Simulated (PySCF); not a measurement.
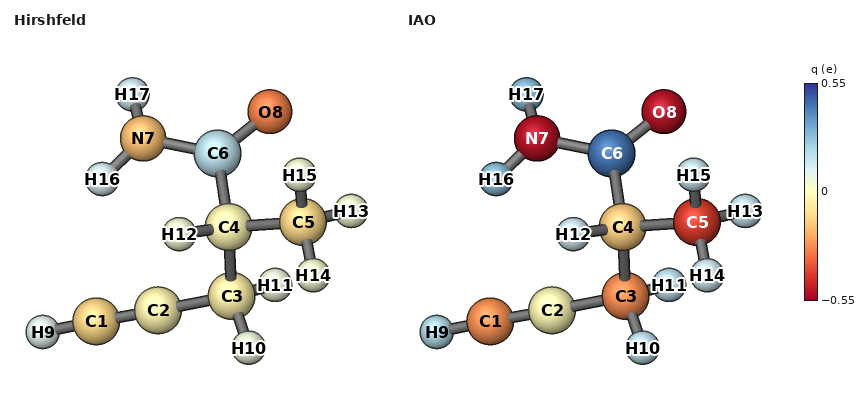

Atomic charges of one calculation by 2 schemes, on one colour scale. The computed structure is the end point of a GFN2-xTB optimisation. No frequency run is at hand to confirm it as a minimum. Level of theory: PBE0/pcSseg-1 (PySCF 2.14.0).

### Which scheme gives the most polar picture (largest mean size of the charges)?

The IAO charges are the largest in size here.

### On which atom do the schemes disagree most?

On N7 (from −0.51 to −0.18 e).

List the charges (e), one line for each set of equivalent atoms.

```csv
atom,Hirshfeld,IAO
C1,−0.12,−0.27
C2,−0.03,−0.02
C3,−0.05,−0.27
C4,−0.02,−0.15
C5,−0.12,−0.42
C6,0.18,0.44
N7,−0.18,−0.51
O8,−0.29,−0.50
H9,0.09,0.20
H10,0.06,0.17
H11,0.06,0.17
H12,0.04,0.14
H13,0.04,0.16
H14,0.04,0.14
H15,0.05,0.15
H16,0.12,0.28
H17,0.14,0.28
```
